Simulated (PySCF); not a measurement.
Breaking a bond: NaI, singlet.

Methods: RCCSD = CCSD on RHF/def2-TZVP, 5 core orbitals frozen, def2 effective core potentials past Kr in PySCF; UMP2 = MP2 on UHF/def2-TZVP, 5 core orbitals frozen, def2 effective core potentials past Kr (PySCF); UCCSD = CCSD on UHF/def2-TZVP, 5 core orbitals frozen, def2 effective core potentials past Kr (PySCF).

Energies are in kJ/mol, each relative to the lowest point of its own curve near equilibrium.

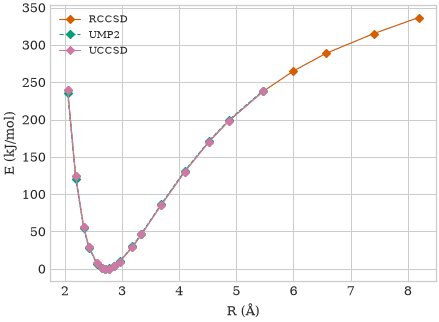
Fig. 1. Energy against bond length for each method.

```json
[
 {"R / Å": "2.05", "RCCSD": "239.5", "UMP2": "235.3", "UCCSD": "239.5"},
 {"R / Å": "2.19", "RCCSD": "123.9", "UMP2": "121.0", "UCCSD": "123.9"},
 {"R / Å": "2.33", "RCCSD": "56.0", "UMP2": "54.2", "UCCSD": "56.0"},
 {"R / Å": "2.42", "RCCSD": "29.7", "UMP2": "28.4", "UCCSD": "29.7"},
 {"R / Å": "2.56", "RCCSD": "7.3", "UMP2": "6.7", "UCCSD": "7.3"},
 {"R / Å": "2.65", "RCCSD": "1.3", "UMP2": "1.1", "UCCSD": "1.3"},
 {"R / Å": "2.71", "RCCSD": "0.0", "UMP2": "0.0", "UCCSD": "0.0"},
 {"R / Å": "2.77", "RCCSD": "0.4", "UMP2": "0.5", "UCCSD": "0.4"},
 {"R / Å": "2.86", "RCCSD": "3.4", "UMP2": "3.8", "UCCSD": "3.4"},
 {"R / Å": "2.96", "RCCSD": "9.4", "UMP2": "10.1", "UCCSD": "9.4"},
 {"R / Å": "3.18", "RCCSD": "28.9", "UMP2": "29.9", "UCCSD": "28.9"},
 {"R / Å": "3.34", "RCCSD": "46.0", "UMP2": "47.2", "UCCSD": "46.0"},
 {"R / Å": "3.69", "RCCSD": "85.8", "UMP2": "87.1", "UCCSD": "85.8"},
 {"R / Å": "4.10", "RCCSD": "130.2", "UMP2": "131.5", "UCCSD": "130.2"},
 {"R / Å": "4.52", "RCCSD": "170.0", "UMP2": "171.1", "UCCSD": "170.0"},
 {"R / Å": "4.87", "RCCSD": "198.2", "UMP2": "199.3", "UCCSD": "198.2"},
 {"R / Å": "5.47", "RCCSD": "237.7", "UMP2": "238.8", "UCCSD": "237.7"},
 {"R / Å": "6.00", "RCCSD": "265.0", "UMP2": "—", "UCCSD": "—"},
 {"R / Å": "6.57", "RCCSD": "288.7", "UMP2": "—", "UCCSD": "—"},
 {"R / Å": "7.40", "RCCSD": "315.0", "UMP2": "—", "UCCSD": "—"},
 {"R / Å": "8.19", "RCCSD": "336.6", "UMP2": "—", "UCCSD": "—"}
]
```

Dashes: no converged value, or the column stops at the first point that the program doubted or that broke a chosen test of continuity, which isn't proof of a fault.

The unrestricted determinant behind UMP2, UCCSD is spin-contaminated at 6.00 to 8.19 Å (<S²> up to 1.0, against 0.00 for a pure singlet).
